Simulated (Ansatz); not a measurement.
# V2COS MXene monolayer in a perpendicular field, part 3 of 5

Wanted: the out-of-plane response of the V2COS MXene monolayer. A positive field points along +c.

Ansatz 0.2.0; plane-wave DFT, RPBE+U-D3(BJ), Ansatz PAW (set soft_1); PAW set soft_1 (the session's first sound run).

So far. Step 3 (Single point, field 0): The work function of the upper face is 6.58 eV. Step 4 (Atoms held, field 0.1 V/Å): The dipole is -0.0369 e·Å, 0.0256 e·Å from its value without field.

### Step 5. Atoms held, field -0.1 V/Å

Input file input.yaml:

```yaml
crystal:
  lattice:
    - [2.8687095752, 0.0, 0.0]
    - [-1.4343547876, 2.4843753682, 0.0]
    - [0.0, 0.0, 22.905071398]
  atoms:
    - { symbol: S, position: [0.3333333333, 0.6666666667, 0.3929260836], spin: 0.07 }
    - { symbol: V, position: [0.6666666667, 0.3333333333, 0.4631081274], spin: -0.48 }
    - { symbol: C, position: [0.0, 0.0, 0.5104375671], spin: -0.05 }
    - { symbol: V, position: [0.3333333333, 0.6666666667, 0.5628306562], spin: 0.74 }
    - { symbol: O, position: [0.6666666667, 0.3333333333, 0.6070739164], spin: -0.03 }
magnetization:
  spin_polarized: true
kpoints:
  mp_grid: { grid: [18, 18, 1] }
  band_path:
    path: [[0, 0, 0], [0.5, 0, 0], [0.33333333, 0.33333333, 0], [0, 0, 0]]
    npoints: 16
hamiltonian:
  xc: rpbe
  dispersion: d3bj
  hubbard: { sites: [{ species: V, l: d, u_eff: 3.0 }] }
  pseudopotentials: { kind: paw, azcp: { folder: soft_1 } }
scf:
  occupations: { method: fermi_dirac, width: 0.05 }
  convergence: { dr2_threshold: 1.0e-10 }
efield:
  axis: 3
  dipole_correction: true
  ramp_position: 0.9284
  ramp_width: 0.1262
  amplitude: -0.1
output:
  write_potential: true
  write_density: true
  volumetric_format: npy
```

Started as:

```
ansatz run input.yaml --threads 4 --pin off --max-ram 6144MiB --backend cpu --events-out ev --progress --plain --runs-dir out
```

Numbers of over 12 decimals in the logs are rounded to 6 here.

The program printed:

```text
[...]
Crystal: 5 atoms, lattice volume = 163.243 Å³
Basis set: ecut = 420 eV, 3197 PW (Γ)
Bands: 27, of which v1, the nominal top of the filled ones, is band 21 counted from 1 (20 counted from 0)
Symmetry: 6 space group operations
k-points: 37 of 324 (time reversal used)
[...]
Starting moments: Σ|m| = 1.37 μB on 5 of 5 sites
[...]
k-point 1 ↑: bands = [... 17 lower, -1.4738, -0.7094, -0.6723, 0.7896, 1.1997, 1.3875, 1.8909, 1.9421, ... 2 higher]
  k-point 2 ↑: bands = [... 17 lower, -1.4542, -0.8021, -0.6418, 0.2493, 0.9657, 1.3934, 2.0391, 2.2320, ... 2 higher]
  k-point 36 ↓: bands = [... 17 lower, -3.2322, -2.8386, -2.7176, 0.9903, 1.5427, 1.7520, 2.4261, 3.0761, ... 2 higher]
Occupation matrices written to <dir>
[key lines of the parts left out:]
SCF converged after 36 iterations
Magnetization: 0.3251 μB (21.1625 up, 20.8375 down)
Free energy (F): -7565.284566 eV
Fermi energy:    0.653023 eV
Dipole field:    D = -0.097638 V/Å  (p = -0.088083 e·Å, saw-weighted, corrected)
```

It took 2.8 min on 4 threads of Arm Neoverse V1, shared host; peak memory 1.9 GiB; 11 min of CPU time.

The dipole is -0.0881 e·Å, -0.0256 e·Å from its value without field.

### Step 6. Single point, field 0.2 V/Å

input.yaml, as its differences from that of step 5:

```diff
@@ -31,3 +31,3 @@
   ramp_width: 0.1262
-  amplitude: -0.1
+  amplitude: 0.2
 output:
```

The program printed:

```text
[...]
Crystal: 5 atoms, lattice volume = 163.243 Å³
Basis set: ecut = 420 eV, 3197 PW (Γ)
Bands: 27, of which v1, the nominal top of the filled ones, is band 21 counted from 1 (20 counted from 0)
Symmetry: 6 space group operations
k-points: 37 of 324 (time reversal used)
[...]
Starting moments: Σ|m| = 1.37 μB on 5 of 5 sites
[...]
k-point 1 ↑: bands = [... 17 lower, -1.4964, -0.7115, -0.6736, 0.7774, 1.1814, 1.3785, 1.8721, 1.9222, ... 2 higher]
  k-point 2 ↑: bands = [... 17 lower, -1.4683, -0.8191, -0.6481, 0.2370, 0.9483, 1.3832, 2.0237, 2.2141, ... 2 higher]
  k-point 36 ↓: bands = [... 17 lower, -3.2181, -2.8842, -2.7008, 0.9654, 1.5184, 1.7282, 2.4108, 3.0536, ... 2 higher]
Occupation matrices written to <dir>
[key lines of the parts left out:]
SCF converged after 39 iterations
Magnetization: 0.3177 μB (21.1589 up, 20.8411 down)
Free energy (F): -7565.269647 eV
Fermi energy:    0.639042 eV
Dipole field:    D = -0.012565 V/Å  (p = -0.011336 e·Å, saw-weighted, corrected)
```

The job ended after 2.7 min (4 threads; peak memory 1.9 GiB).

The dipole is -0.0113 e·Å, 0.0512 e·Å from its value without field.

### Step 7. Single point, field -0.2 V/Å

input.yaml, as its differences from that of step 6:

```diff
@@ -31,3 +31,3 @@
   ramp_width: 0.1262
-  amplitude: 0.2
+  amplitude: -0.2
 output:
```

The program printed:

```text
[...]
Crystal: 5 atoms, lattice volume = 163.243 Å³
Basis set: ecut = 420 eV, 3197 PW (Γ)
Bands: 27, of which v1, the nominal top of the filled ones, is band 21 counted from 1 (20 counted from 0)
Symmetry: 6 space group operations
k-points: 37 of 324 (time reversal used)
[...]
Starting moments: Σ|m| = 1.37 μB on 5 of 5 sites
[...]
k-point 1 ↑: bands = [... 17 lower, -1.4672, -0.7097, -0.6728, 0.7926, 1.2048, 1.3894, 1.8961, 1.9477, ... 2 higher]
  k-point 2 ↑: bands = [... 17 lower, -1.4506, -0.7975, -0.6408, 0.2524, 0.9706, 1.3956, 2.0431, 2.2370, ... 2 higher]
  k-point 36 ↓: bands = [... 17 lower, -3.2380, -2.8243, -2.7242, 0.9976, 1.5497, 1.7589, 2.4301, 3.0824, ... 2 higher]
Occupation matrices written to <dir>
[key lines of the parts left out:]
SCF converged after 35 iterations
Magnetization: 0.3274 μB (21.1637 up, 20.8363 down)
Free energy (F): -7565.294652 eV
Fermi energy:    0.656632 eV
Dipole field:    D = -0.125953 V/Å  (p = -0.113627 e·Å, saw-weighted, corrected)
```

It took 2.6 min on 4 threads; peak memory 1.9 GiB.

The dipole is -0.114 e·Å, -0.0511 e·Å from its value without field.

### Step 8. Atoms held, field 0.35 V/Å

input.yaml, as its differences from that of step 7:

```diff
@@ -29,6 +29,8 @@
   dipole_correction: true
-  ramp_position: 0.9284
-  ramp_width: 0.1262
-  amplitude: -0.2
+  ramp_position: 0.9028
+  ramp_width: 0.1773
+  amplitude: 0.35
 output:
+  dos: { projected: true, e_range: [-6, 5] }
+  bader: true
   write_potential: true
@@ -36 +38,2 @@
   volumetric_format: npy
+  elf: true
```

The program printed:

```text
[...]
Crystal: 5 atoms, lattice volume = 163.243 Å³
Basis set: ecut = 420 eV, 3197 PW (Γ)
Bands: 27, of which v1, the nominal top of the filled ones, is band 21 counted from 1 (20 counted from 0)
Symmetry: 6 space group operations
k-points: 37 of 324 (time reversal used)
[...]
Starting moments: Σ|m| = 1.37 μB on 5 of 5 sites
[...]
Occupation matrices written to <dir>
--- Bader charges: 5 sites ---
  site symbol  charge [e]  shift [e]    m [muB]
     0      S     -0.6406     0.0019     0.0626
     1      V      1.4785     0.0001    -0.6105
     2      C     -1.6477     0.0024    -0.0484
     3      V      1.8401     0.0041     0.9130
     4      O     -1.0303     0.0038    -0.0029
  estimated error of the sums over rays = 7.8e-4 e
[key lines of the parts left out:]
SCF converged after 37 iterations
Magnetization: 0.3139 μB (21.1569 up, 20.8431 down)
Free energy (F): -7565.270832 eV
Fermi energy:    0.630536 eV
Dipole field:    D = 0.030082 V/Å  (p = 0.027138 e·Å, saw-weighted, corrected)
```

Elapsed: 2.8 min, on 4 threads; peak memory 1.9 GiB; 11 min of CPU time.

The dipole is 0.0271 e·Å, 0.0897 e·Å from its value without field.

### Step 9. Response, atoms held

This step: plane-wave DFT, RPBE+U-D3(BJ), Ansatz PAW (set soft_1); response to a field along the normal, atoms held; PAW set soft_1 (Ansatz 0.2.0).

The dipoles give the slope, and the difference of two potentials shows where the field is screened.

Numbers from this step:

* equivalent conductor thickness p/(ε₀AE): 6.492 Å
* distance between the outer atoms: 4.905 Å

Dipole of the cell against applied field:

```tsv
applied field (V/Å)	dipole of the cell (e·Å)
-0.200	-0.114
-0.100	-0.0881
0.000	-0.0625
0.100	-0.0369
0.200	-0.0113
0.350	0.0271
```

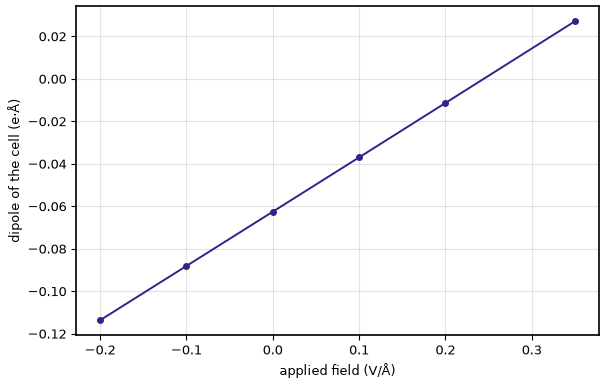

Dipole of the cell against applied field.

Total moment against applied field:

```tsv
applied field (V/Å)	total moment (μB)
-0.200	0.327
-0.100	0.325
0.000	0.323
0.100	0.320
0.200	0.318
0.350	0.314
```

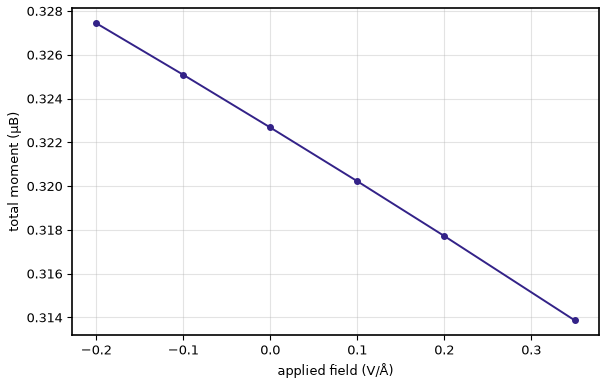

Total moment against applied field.

Local field over the applied field, running mean. From the potentials at -0.1 and 0.1 V/Å; running mean over 2.5 Å. Local field over applied field against z:

```tsv
z (Å)	local field over applied field
5	0.996
6	0.970
7	0.812
8	0.473
9	0.144
10	0.0264
11	0.0166
12	0.0169
13	0.0800
14	0.340
15	0.696
16	0.943
17	0.995
18	1.000
```

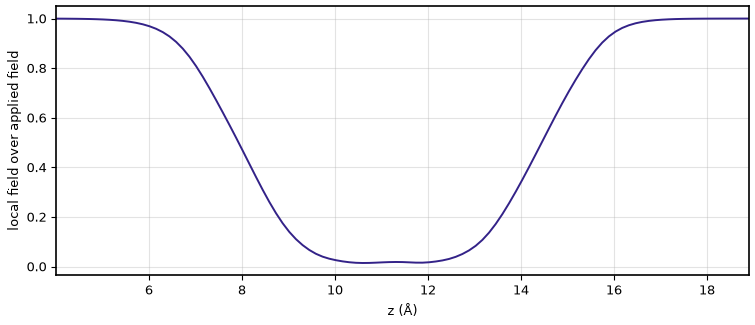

Local field over applied field, plotted against z.

The induced electron density oscillates, so the rows of the table below give means over windows of 1 Å about each position, cut where the curve ends. Its maxima inside the range that stand out by 2 % of the span (Å: e/Å³ per V/Å): 8.0: 0.00385, 9.2: 0.00127, 10.6: 0.00103, 11.6: 3.0e-4, 12.9: -7.0e-5. Its minima: 8.9: 9.2e-4, 10.2: -8.9e-4, 11.0: -3.9e-4, 12.5: -3.9e-4, 14.5: -0.00401.

Electrons, planar mean, per unit field. Table of induced electron density by z; means over each step:

```tsv
z (Å)	induced electron density (e/Å³ per V/Å)
5	1.9e-5
6	1.7e-4
7	0.00116
8	0.00318
9	0.00109
10	-3.8e-4
11	2.0e-4
12	-4.1e-5
13	-3.9e-4
14	-0.00234
15	-0.00236
16	-3.1e-4
17	-2.3e-5
18	-1.4e-6
```

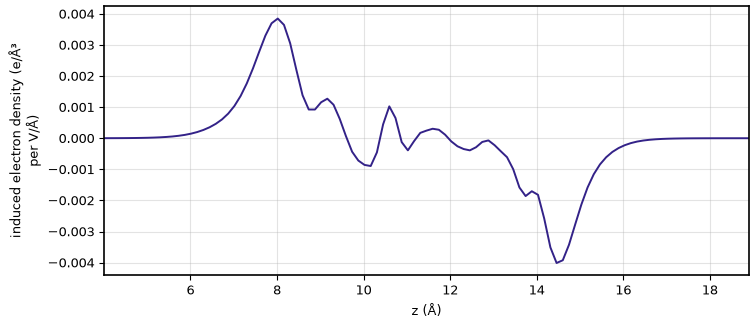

Induced electron density against z.

By hand: between -0.1 and 0.1 V/Å the dipole changes by 0.05114 e·Å, a slope of 0.2557 e·Å²/V. A perfect conductor of thickness t has p = ε₀AEt, so t = 180.95 × 0.2557 / 7.127 = 6.49 Å (e/ε₀ = 180.95 V·Å, A in Å²).

The induced dipole is that of a conductor 6.49 Å thick.

(Continued in part 4 of 5.)

[Logs are printed without paths, hosts, clocks, repeated set-up lines and the standing remarks that a program may print on its own settings, such as how far it seeks lower states.]

[Hosts, paths, dates, database ids (printed as entryN), source tags and the programs' standing remarks are cut or masked in the printed files.]

[Maps of the electrostatic potential energy from Ansatz leave out the sawtooth potential of an applied field or a dipole correction, so their vacuum need not be flat; planar profiles and work functions include it.]
